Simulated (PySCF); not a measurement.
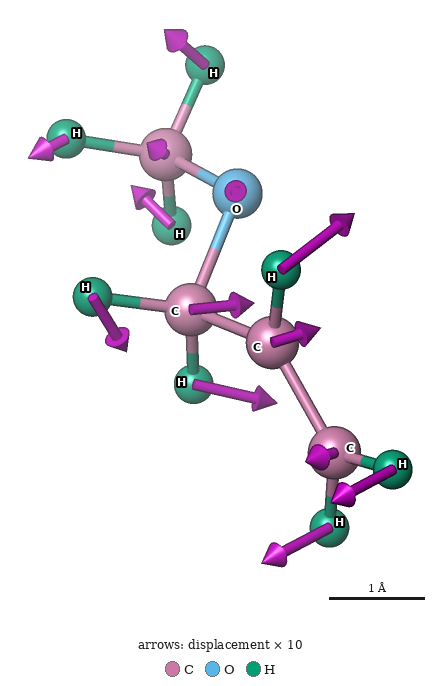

A relaxation of C$_{4}$H$_{8}$O. The starting structure is drawn; purple arrows show the displacements, 10 times their true length. The two geometries are superimposed by the best rigid fit.

Style: ball-and-stick. Shown from a free direction.

The start comes from MMFF94s.

Computed with PySCF, PBE0-D3(BJ)/def2-SVP geometry optimisation, gas phase. 

> Atoms of which element are displaced furthest, and by how much?

Hydrogen: up to 0.11 Å, against 0.08 Å for carbon.

> Describe the change and its energy.

An H atom moves most after the best rigid fit: 0.11 Å. Largest moves by element: H 0.11 Å, C 0.08 Å, O 0.03 Å. Near-neighbour distances that change, for instance: C–O 1.421 → 1.391 Å, C–H 1.094 → 1.109 Å, C–H 1.085 → 1.095 Å, C–C 1.340 → 1.332 Å. Bond angles that change, for instance: H–C–H 109.1° → 106.4°, H–C–H 110.2° → 107.6°, C–C–O 107.4° → 109.5°. The energy falls by 0.059 eV in 9 geometry steps. The largest force component goes from 1.3 to 0.0078 eV/Å. The run took roughly 40 core-seconds on a shared host.
